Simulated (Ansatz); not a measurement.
# Au, pressure series

The parent structure is Au in the fcc (Cu type) structure (space group Fm-3m, No. 225).

```yaml
crystal:
  lattice:
    - [0.00000, 2.04172, 2.04172]
    - [2.04172, 0.00000, 2.04172]
    - [2.04172, 2.04172, 0.00000]
  atoms:
    - { symbol: Au, position: [0.00000, 0.00000, 0.00000] }
```

Cell and atoms are relaxed at each pressure.

The values are results of Ansatz (a quantum-chemistry and plane-wave program), PBEsol, PAW, cutoff 420 eV, no spin-orbit coupling, not measurements.

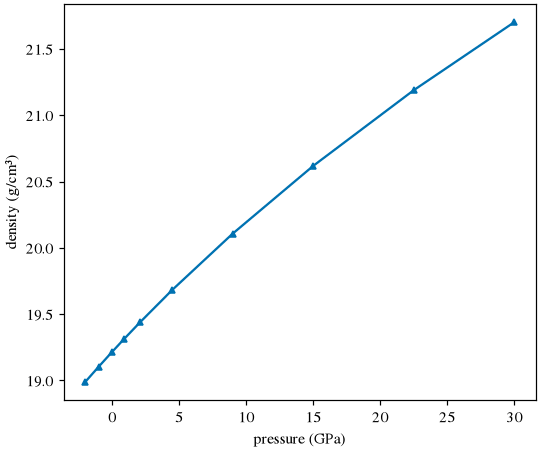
Density against pressure

```csv
pressure (GPa),density
-2,18.99 g/cm³
-1,19.10 g/cm³
0.9,19.31 g/cm³
2.1,19.44 g/cm³
4.5,19.68 g/cm³
9,20.11 g/cm³
15,20.62 g/cm³
22.5,21.19 g/cm³
30,21.70 g/cm³
```

Load acts through the strain it causes; cell and atoms are relaxed under it. Whether these cells are dynamically stable was not tested. Competing high-pressure phases were not computed.
